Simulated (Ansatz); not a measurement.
# SOF2 (thionyl fluoride): CCSD/STO-3G

What is the vertical ionisation energy of SOF2 (thionyl fluoride) at CCSD/STO-3G? 

The results are computed with Ansatz 0.2.0.

70 further runs of the same task are left out: 9 that didn't finish, 61 set aside as unsound or not needed.

### 1 Starting point

SOF2 has 4 atoms, charge 0, and is taken as a singlet. SMILES: `O=S(F)F`. The shape is that of a PBE0-D4/def2-TZVP optimisation.

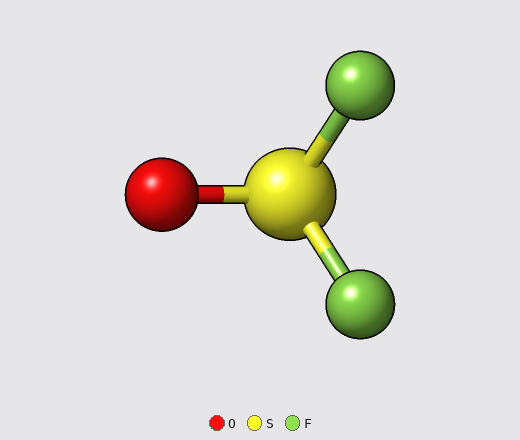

Viewed from a chosen angle; oxygen red, sulfur yellow, fluorine green.

### 2 A single-point energy at CCSD/STO-3G

in.yaml

```yaml
crystal:
  periodic: [false, false, false]
  atoms:
    - {symbol: O, position_ang: [0.932400, 0.066600, -1.017800]}
    - {symbol: S, position_ang: [-0.151300, -0.426200, -0.245700]}
    - {symbol: F, position_ang: [-1.124400, 0.804200, 0.000400]}
    - {symbol: F, position_ang: [0.343300, -0.444600, 1.263100]}
basis:
  gaussian:
    orbitals: STO-3G
correlation:
  method: ccsd
  frozen_orbitals: {F: 1, O: 1, S: 5}
accuracy: high
scf:
  omitted_lower_state_checks: [cluster_reference, increment]
```

Launch:

```bash
$ ansatz run in.yaml --threads 1 --pin off --max-ram 2610MiB --events-out events.jsonl --progress --plain --runs-dir runs
```

The program printed, cut to the lines that bear on the results:

```text
Warning: RAYON_NUM_THREADS=1 ignored (pool sized by the plan → 1); use --threads N
Functional definition: HF
  name "HF"
[...]
463 factors; integrals over basis functions are off by at most 2.8e-8 eV
[...]
mean field -18036.78991246 eV, -662.8398035077 hartree, gradient 1.6e-8 eV, S^2 0.000000; 0 other end points of the search recorded, 0 dependent functions left out
8 core orbitals not correlated: weight in the atoms' cores, before any rotation towards them, 1.000 or more for the frozen orbitals, at most 0.000 for the correlated occupied ones
reference -18036.78991246 eV, -662.8398035077 hartree; 13, 13 occupied and 3, 3 virtual orbitals, 463 factors
second order -3.19267529 eV of doubles, -0.00000000 eV of singles
cycle   1  -3.36325432 eV  change   -1.7e-1 eV  update   1.2e-1
[...]
cycle  22  -3.80820451 eV  change   6.0e-10 eV  update  9.9e-10
Total energy: -18040.59811697 eV, -662.9797524421 hartree
Checks for a lower state left out: cluster_reference, increment
```

Run time: 0.28 s. Hardware: 1 thread of Arm Neoverse V1, shared host.

### 3 The doublet cation, same level

job.yaml

```yaml
crystal:
  periodic: [false, false, false]
  atoms:
    - {symbol: O, position_ang: [0.932400, 0.066600, -1.017800]}
    - {symbol: S, position_ang: [-0.151300, -0.426200, -0.245700]}
    - {symbol: F, position_ang: [-1.124400, 0.804200, 0.000400]}
    - {symbol: F, position_ang: [0.343300, -0.444600, 1.263100]}
basis:
  gaussian:
    orbitals: STO-3G
total_charge: 1
magnetization:
  spin_polarized: true
  initial_magnetization: 1
correlation:
  method: ccsd
  frozen_orbitals: {F: 1, O: 1, S: 5}
accuracy: high
scf:
  omitted_lower_state_checks: [cluster_reference, increment]
```

Launch:

```bash
$ ansatz run job.yaml --threads 1 --pin off --max-ram 2610MiB --events-out events.jsonl --progress --plain --runs-dir runs
```

The program printed, cut to the lines that bear on the results:

```text
Warning: RAYON_NUM_THREADS=1 ignored (pool sized by the plan → 1); use --threads N
[... 2 set-up lines as earlier in the session ...]
[...]
463 factors; integrals over basis functions are off by at most 2.8e-8 eV
[...]
mean field -18031.12047253 eV, -662.6314554331 hartree, gradient 2.1e-8 eV, S^2 0.776015; 4 other end points of the search recorded, 0 dependent functions left out
8 core orbitals not correlated: weight in the atoms' cores, before any rotation towards them, 1.000 or more for the frozen orbitals, at most 0.000 for the correlated occupied ones
reference -18031.12047253 eV, -662.6314554331 hartree; 13, 12 occupied and 3, 4 virtual orbitals, 463 factors
second order -2.63160818 eV of doubles, -0.00000000 eV of singles
cycle   1  -3.11998513 eV  change   -4.9e-1 eV  update   9.1e-2
[...]
cycle  37  -3.65629337 eV  change    1.1e-9 eV  update  7.2e-10
Total energy: -18034.77676590 eV, -662.7658217362 hartree
Checks for a lower state left out: cluster_reference, increment
```

Wall time 0.89 s (1 thread of Arm Neoverse V1, shared host).

### 4 What came out

Level: CCSD/STO-3G, 8 core orbitals frozen.

```
                                                   quantity          value
                                 singlet SOF2: total energy  -662.97975 Eh
  singlet SOF2: correlation energy (8 core orbitals frozen)     -139.9 mEh
                                singlet SOF2: T1 diagnostic          0.021
                               doublet cation: total energy  -662.76582 Eh
doublet cation: correlation energy (8 core orbitals frozen)     -134.4 mEh
          doublet cation: ⟨S²⟩ of the reference determinant          0.776
                              doublet cation: T1 diagnostic          0.028
         vertical ionisation energy (to the doublet cation)       5.821 eV
```

The vertical ionisation energy comes to 5.82 eV (134 kcal/mol). In a minimal basis such a difference can be off by several eV, whatever the method. The T1 diagnostic (singlet SOF2) of 0.021 is above the customary mark for such species, so a single reference may not serve.
